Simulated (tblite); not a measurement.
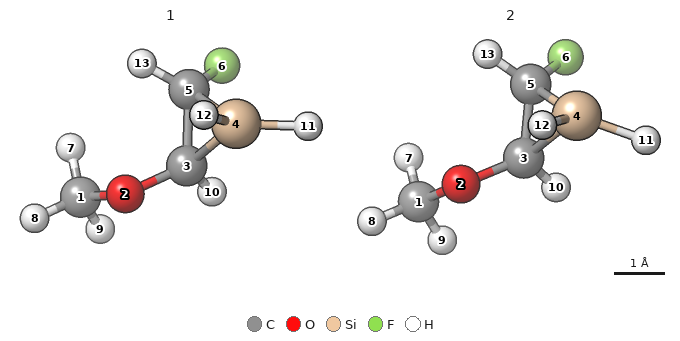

Two geometries of C₃H₇FOSi, drawn at one scale. One is the start of a relaxation, the other its converged end. Style: ball-and-stick. Shown from a free direction.

Method: GFN2-xTB geometry optimisation, gas phase (tblite 0.8.0). 

Which geometry has the lower energy?

Structure 1 is the relaxed one. After 76 geometry steps the energy has fallen by 12.0 kcal/mol. The largest moves after the best rigid fit, 0.30 Å, are those of H9 and H11. By element the largest moves are H 0.30 Å, O 0.21 Å, F 0.19 Å, C 0.19 Å, Si 0.18 Å. Near-neighbour distances that change, for instance: Si4–C5 1.798 → 1.900 Å, Si4–H12 1.500 → 1.447 Å, C3–C5 1.486 → 1.536 Å, C3–Si4 1.939 → 1.896 Å. Bond angles that change, for instance: Si4–C3–H10 109.1° → 120.6°, C3–Si4–H12 108.4° → 117.4°, C3–Si4–H11 107.6° → 116.4°. The run took 0.63 s on 1 thread of Arm Neoverse N1 (shared host).
